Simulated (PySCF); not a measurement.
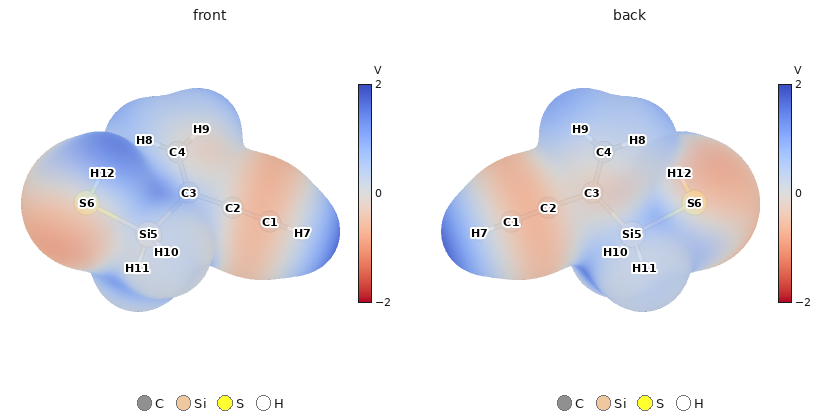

C4H6SSi (SMILES C#CC(=C)[SiH2]S). The electrostatic potential painted on the density surface at 0.002 e/bohr³, seen from the front and from behind; red is negative and blue positive.

Geometry: GFN2-xTB.

The calculation used PySCF, CAM-B3LYP/def2-SVPD, SCF density, gas phase.

```yaml
atoms:
  - { symbol: C, position_ang: [1.8446, -1.2563, -1.7660] }
  - { symbol: C, position_ang: [1.2282, -0.6515, -0.9312] }
  - { symbol: C, position_ang: [0.4597, 0.0512, 0.0233] }
  - { symbol: C, position_ang: [1.0223, 0.5348, 1.1332] }
  - { symbol: Si, position_ang: [-1.3717, 0.2575, -0.4153] }
  - { symbol: S, position_ang: [-2.4376, 1.0534, 1.2787] }
  - { symbol: H, position_ang: [2.4035, -1.7802, -2.4829] }
  - { symbol: H, position_ang: [0.4460, 1.0756, 1.8661] }
  - { symbol: H, position_ang: [2.0735, 0.4103, 1.3416] }
  - { symbol: H, position_ang: [-1.9588, -1.0377, -0.7501] }
  - { symbol: H, position_ang: [-1.5753, 1.2627, -1.4478] }
  - { symbol: H, position_ang: [-2.1333, 0.0794, 2.1245] }
```

### Describe the electrostatic potential map.

The most negative region (about −0.8 V) lies over S6, the most positive (about +1.6 V) over H7.

### What dipole moment does the calculation give?

Its dipole moment is 1.31 D.
